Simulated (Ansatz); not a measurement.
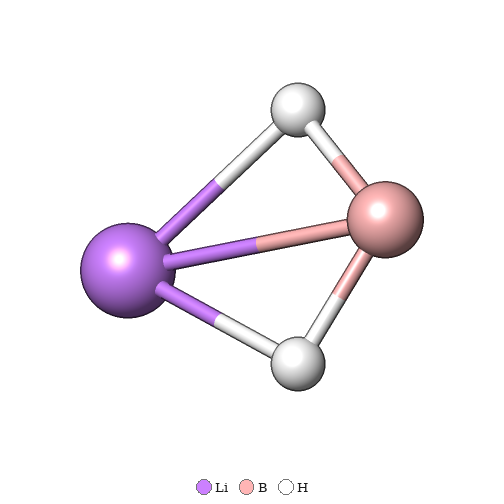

Every bond is drawn as one stick, whatever its order.

**Count the atoms of each element.**

BH₂Li, 4 atoms: 1 boron, 2 hydrogen and 1 lithium.

**How many atoms are distinct by symmetry?**

3: 1 Li, 1 B, 2 H.

**How many bonds of each kind are drawn?**

2 B–H, 2 Li–H, 1 B–Li. Sticks follow a distance rule.

**Which point group does it belong to?**

C2v.

The parts below concern this one geometry. Atoms keep their numbers from picture to picture. Computed geometry: PBE0-D4/def2-TZVP optimisation. No frequency run is at hand to confirm it as a minimum.

**Electronic properties**

No frequency run is at hand to confirm it as a minimum. Properties computed with RKS PBE0-D4/def2-TZVPP (Ansatz 0.2.0).

**Give the HOMO–LUMO gap at this level.**

2.36 eV.

**What is the HOMO energy (Kohn–Sham orbital)?**

−4.14 eV.

**Charges**

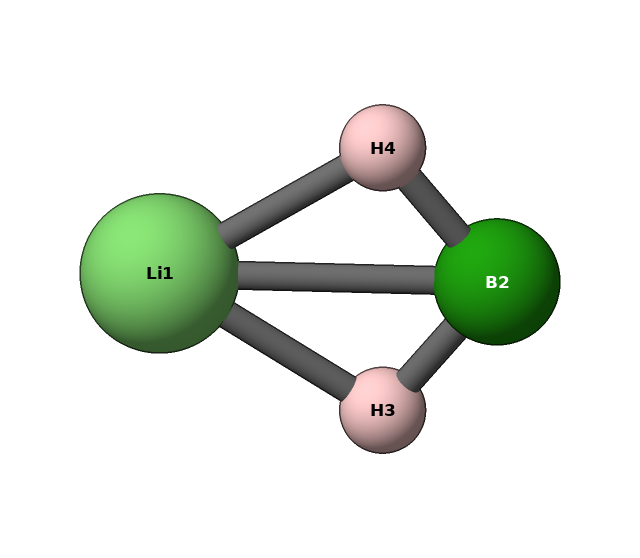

The questions are on Mulliken charges. No frequency run is at hand to confirm it as a minimum. Properties computed with RKS PBE0-D4/def2-TZVP (Ansatz 0.2.0).

Give the Mulliken charges atom by atom.

```json
{"atom": "Li1", "value (e)": "0.55"}
{"atom": "B2", "value (e)": "−0.34"}
{"atom": "H3", "value (e)": "−0.11"}
{"atom": "H4", "value (e)": "−0.11"}
```

**Dipole moment**

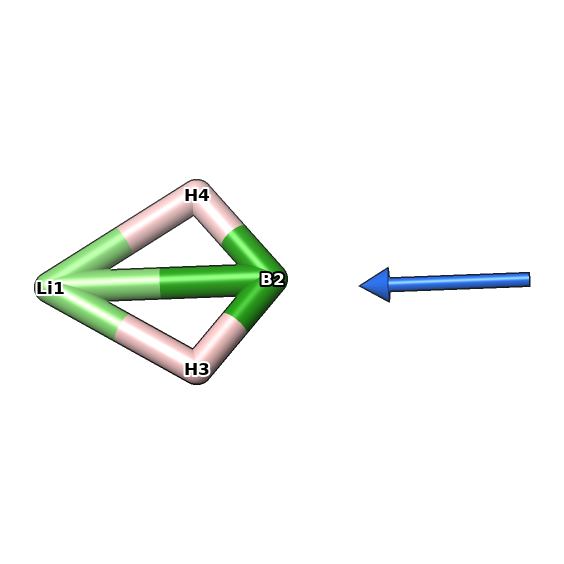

The arrow beside the molecule shows the direction of the dipole moment, from the negative to the positive end (its length means nothing). No frequency run is at hand to confirm it as a minimum. Method: RKS PBE0-D4/def2-TZVP (Ansatz 0.2.0).

**Estimate the dipole moment.**

7.42 D; it points from the side of B2 to the side of Li1 (the outermost atoms at the two ends).

Mulliken values depend strongly on the basis set and can even reverse the polarity of a bond.
